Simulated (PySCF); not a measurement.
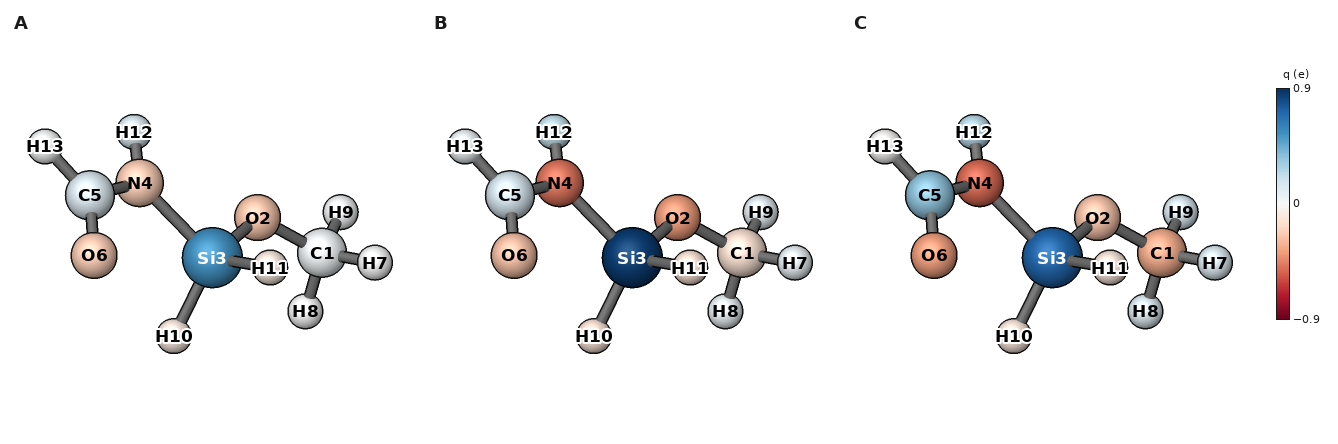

Atomic charges of one calculation by 3 schemes, on one colour scale. Computed geometry: PBE0-D3(BJ)/def2-SVP optimisation. No frequency run is at hand to confirm it as a minimum. Computed with PBE0/STO-3G (PySCF 2.14.0).

### The schemes are ESP-fitted, Hirshfeld, Mulliken. Which panel shows which?

A Hirshfeld, B Mulliken, C ESP-fitted.

List the charges (e), one line for each set of equivalent atoms. Atoms whose distances differ by more than 0.02 Å in this geometry are listed apart.

| atom | Hirshfeld | Mulliken | ESP-fitted |
| --- | --- | --- | --- |
| C1 | 0.04 | −0.13 | −0.33 |
| O2 | −0.24 | −0.38 | −0.25 |
| Si3 | 0.54 | 0.86 | 0.71 |
| N4 | −0.22 | −0.48 | −0.51 |
| C5 | 0.11 | 0.14 | 0.36 |
| O6 | −0.22 | −0.26 | −0.37 |
| H7 | 0.01 | 0.07 | 0.11 |
| H8 | 0.01 | 0.07 | 0.11 |
| H9 | 0.02 | 0.09 | 0.12 |
| H10 | −0.08 | −0.12 | −0.10 |
| H11 | −0.08 | −0.12 | −0.10 |
| H12 | 0.11 | 0.20 | 0.24 |
| H13 | 0.01 | 0.06 | −0.01 |
